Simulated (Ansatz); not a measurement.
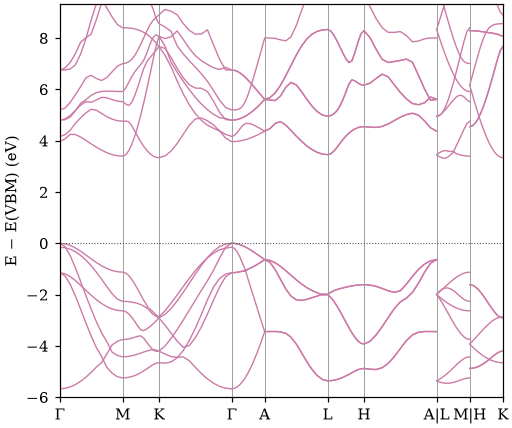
Band structure from DFT-PBE in the program Ansatz with PAW potentials

Read off the gap and where the band edges lie.

About 3.3 eV (3.31 eV by a search for the band edges); maximum at Γ, minimum on the L–M line, 23 % of the way from L.

The material is BeSe (wurtzite, P6_3mc).

The cell is a constructed one: a structure type filled with these elements; neither database checked (COD, Materials Project) lists it. COD files the formula under space group No. 216, so this cell is another polymorph or a model. Whether it is the stable phase at ambient conditions was not checked. The PBE relaxation kept the symmetry of its start; whether a distortion lowers the energy is not shown. Scalar-relativistic: spin–orbit coupling is off unless named, which matters more the heavier the elements.

Potentials: the later of the program's two PAW sets.
